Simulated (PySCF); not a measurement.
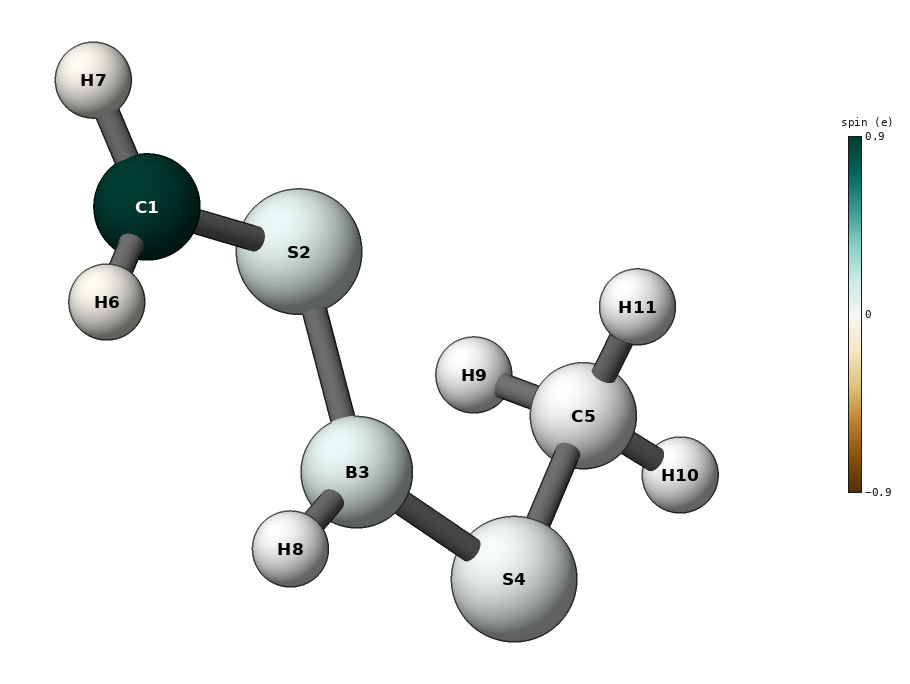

Atoms are coloured by their Mulliken spin populations. The species is neutral and a spin doublet. The computed structure is the end point of a GFN2-xTB optimisation. No frequency run is at hand to confirm it as a minimum. Properties computed with UKS B3LYP, pcH-1 on B C H S, non-relativistic (PySCF 2.14.0).

> Which atom carries the largest spin population?

C1 (0.90 e).

> Which atom has the lowest spin population?

H6, H7 (−0.04 e); a negative value comes from spin polarisation.

List the Mulliken spin populations.

| atom | value (e) |
| --- | --- |
| C1 | 0.90 |
| S2 | 0.07 |
| B3 | 0.07 |
| S4 | 0.03 |
| C5 | 0.00 |
| H6 | −0.04 |
| H7 | −0.04 |
| H8 | 0.00 |
| H9 | 0.00 |
| H10 | 0.00 |
| H11 | 0.00 |

Mulliken values depend strongly on the basis set. The geometry is semi-empirical. Around B such bond lengths and angles can be off by a tenth of an ångström or more and by several degrees, and values that hang on the shape move with them.
